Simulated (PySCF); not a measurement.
**SiN: from the state search to spectroscopic constants**

One job finds the state of SiN, follows it along the bond with each method and fits the curves.

Program: PySCF 2.14.0. Level of theory: Si def2-SVPD, N def2-SVPD, no relativity. These are calculated values, not measurements.

## 1. Set-up

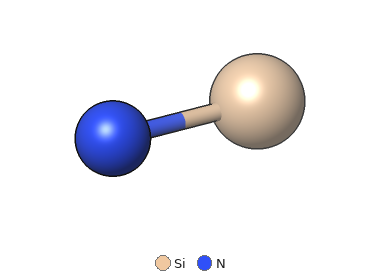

The two atoms at the starting distance (silicon light orange, nitrogen blue).

The job is set up so:

```json
{
  "atoms": "Si, N",
  "charge": "0",
  "basis": "Si def2-SVPD, N def2-SVPD",
  "Hamiltonian": "no relativity",
  "basis functions": "44",
  "electrons treated": "21",
  "masses in u": "27.9769, 14.0031",
  "levels": "PBE0, PBE, r²SCAN, BHandHLYP, PW91, B2PLYP, HSE06, HF, MP2, SCS-MP2, CCSD, CCSD(T)",
  "grid": "80 radial by 434 angular points",
  "occupations": "held fixed by the projection of orbital angular momentum",
  "dissociation limit": "Si + N, each in its ground configuration",
  "starting distance in angstrom": "1.770",
  "values of 2S to try": "1, 3, 5"
}
```

Command:

```console
$ OMP_NUM_THREADS=1 python dia.py task.json out
```

After this run come: The PBE0 curve of the state that the search chose; Excited determinants; PBE (GGA); r²SCAN (meta-GGA); BHandHLYP; PW91 (GGA); B2PLYP; HSE06; ROHF (mean field); MP2 and coupled cluster.

**Question.** What will these runs give? Wanted: for each run, Re; ωe; De; μ.

**Answer**, as computed:

Lowest PBE0 solution found, without spin–orbit coupling: ²Σ⁺ (doublet), unpaired electrons σ ↑. State 2 has its PBE0 minimum 0.07 eV higher. State 3 has its PBE0 minimum 2.29 eV higher. The other levels ran on the lowest alone.

```
       level  Re (Å)  ωe (cm⁻¹)  De (eV)  μ (D)
        ROHF   1.548       1305     0.93  -2.41
    ROHF-MP2   1.611       1068     3.98    n/a
ROHF-SCS-MP2   1.607       1086     3.91    n/a
   ROHF-CCSD   1.590       1165     3.58    n/a
ROHF-CCSD(T)   1.604       1109     3.95    n/a
         PBE   1.592       1146     5.12  -2.76
        PW91   1.590       1148     5.14  -2.77
      r²SCAN   1.582       1172     4.47  -2.62
        PBE0   1.577       1189     4.36  -2.68
       HSE06   1.577       1186     4.35  -2.69
   BHandHLYP   1.565       1214     3.79  -2.65
      B2PLYP   1.582       1242     4.43  -2.57
```

De is counted to Si + N in their ground configurations. A positive dipole means Si(−)N(+). ⟨S²⟩ is off the pure value of 0.75 by over a tenth at B2PLYP 0.85.

What this shows: The methods spread over 0.063 Å in bond length, from ROHF to ROHF-MP2. Of the levels with a De here, ROHF gives the least (0.93 eV) and PW91 the most (5.14 eV).

Correlated steps freeze 6 core orbitals. B2PLYP dipoles, levels and charges come from its SCF part alone. T1 is 0.068 near the minimum (highest on the curve 0.076), which may point to more than one leading configuration.
